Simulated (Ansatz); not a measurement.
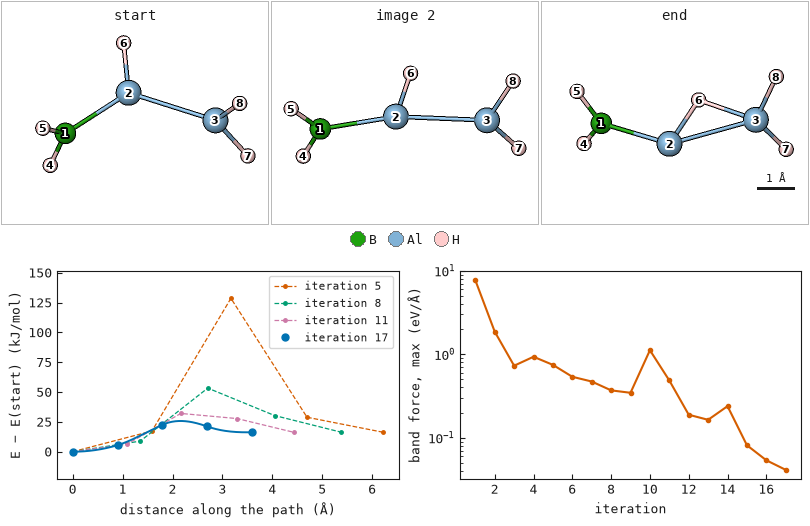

A search for the minimum-energy path of Al2BH5 by the nudged elastic band. Images are numbered from 0 (start) to 4 (end). The plot follows the band through its iterations. A ball-and-stick model, seen at a tilt.

Computed with Ansatz, UKS r2SCAN-D4/def2-mTZVP.

The input:
```yaml
crystal:
  periodic: [false, false, false]
  atoms:
    - { symbol: B, position_ang: [-0.692634, 1.373964, -1.371617] }
    - { symbol: Al, position_ang: [0.742166, 0.388726, -0.188834] }
    - { symbol: Al, position_ang: [0.132749, -1.546814, 1.417602] }
    - { symbol: H, position_ang: [-0.999265, 0.989958, -2.465994] }
    - { symbol: H, position_ang: [-1.317007, 2.32392, -0.989885] }
    - { symbol: H, position_ang: [2.281907, 0.831797, -0.282222] }
    - { symbol: H, position_ang: [0.099002, -3.069954, 0.931023] }
    - { symbol: H, position_ang: [-0.246929, -1.291597, 2.949938] }
magnetization:
  spin_polarized: true
basis:
  gaussian: { orbitals: def2-mTZVP }
hamiltonian:
  xc: r2scan
  dispersion: d4
neb:
  order_check: false
  images: 3
  f_tol: 0.05
  max_iterations: 60
  climbing: false
  final_atoms:
    - { symbol: B, position_ang: [-0.59892761, 1.50822793, -1.46970023] }
    - { symbol: Al, position_ang: [-0.98701673, -0.06439287, -0.13077265] }
    - { symbol: Al, position_ang: [0.34428707, -1.48087854, 1.39677443] }
    - { symbol: H, position_ang: [-0.34680261, 1.30951689, -2.62395165] }
    - { symbol: H, position_ang: [-0.63538851, 2.65612676, -1.13088231] }
    - { symbol: H, position_ang: [0.77143705, -0.12950342, 0.26195285] }
    - { symbol: H, position_ang: [0.92318023, -2.83842817, 0.81051153] }
    - { symbol: H, position_ang: [0.52922012, -0.96066859, 2.88607903] }
  initial_path:
    images:
      - { positions_ang: [[-0.692634, 1.373964, -1.371617], [0.742166, 0.388726, -0.188834], [0.132749, -1.546814, 1.417602], [-0.999265, 0.989958, -2.465994], [-1.317007, 2.32392, -0.989885], [2.281907, 0.831797, -0.282222], [0.099002, -3.069954, 0.931023], [-0.246929, -1.291597, 2.949938]] }
      - { positions_ang: [[-0.72757989, 1.38378362, -1.51410776], [0.6001361, 0.63918889, -0.10157762], [0.30216032, -1.43277346, 1.35463641], [-1.27957593, 0.82492944, -2.2956041], [-1.01316451, 2.38321707, -1.59257846], [1.83817996, 0.53872943, 0.56252501], [-0.22628177, -2.74045238, 0.84525196], [0.50611472, -1.5966226, 2.74146556]] }
      - { positions_ang: [[-0.76252577, 1.39360324, -1.65659852], [0.45810619, 0.88965178, -0.01432124], [0.47157164, -1.31873292, 1.29167083], [-1.55988687, 0.65990087, -2.1252142], [-0.70932202, 2.44251415, -2.19527193], [1.39445293, 0.24566185, 1.40727202], [-0.55156554, -2.41095076, 0.75948093], [1.25915845, -1.9016482, 2.53299311]] }
      - { positions_ang: [[-0.68072669, 1.45091558, -1.56314938], [-0.26445527, 0.41262945, -0.07254694], [0.40792936, -1.39980573, 1.34422263], [-0.95334474, 0.98470888, -2.37458292], [-0.67235527, 2.54932045, -1.66307712], [1.08294499, 0.05807921, 0.83461243], [0.18580734, -2.62468946, 0.78499623], [0.89418928, -1.4311584, 2.70953607]] }
      - { positions_ang: [[-0.59892761, 1.50822793, -1.46970023], [-0.98701673, -0.06439287, -0.13077265], [0.34428707, -1.48087854, 1.39677443], [-0.34680261, 1.30951689, -2.62395165], [-0.63538851, 2.65612676, -1.13088231], [0.77143705, -0.12950342, 0.26195285], [0.92318023, -2.83842817, 0.81051153], [0.52922012, -0.96066859, 2.88607903]] }
```

Command:
```bash
ansatz run input.yaml --threads 2 --pin off --max-ram 3072MiB --backend cpu --events-out ev --progress --plain --runs-dir out
```

Q: Judge this run.

A: The run is converged, with reservations. The band converged in 17 iterations. The largest component of the band force went from 7.7 to 0.041 eV/Å. No image climbed, so the highest image needn't lie on the saddle point, and the true maximum along this path can be higher. So few images resolve the path coarsely. The first iteration put the highest image at 286.9 kJ/mol. Forward barrier 22.6 kJ/mol, backward barrier 6.3 kJ/mol, with image 2 at the top; the reaction energy is +16.3 kJ/mol.

Cost: 3.5 min on 2 threads of Arm Neoverse V2, with other jobs on the host, peak memory 0.22 GiB.
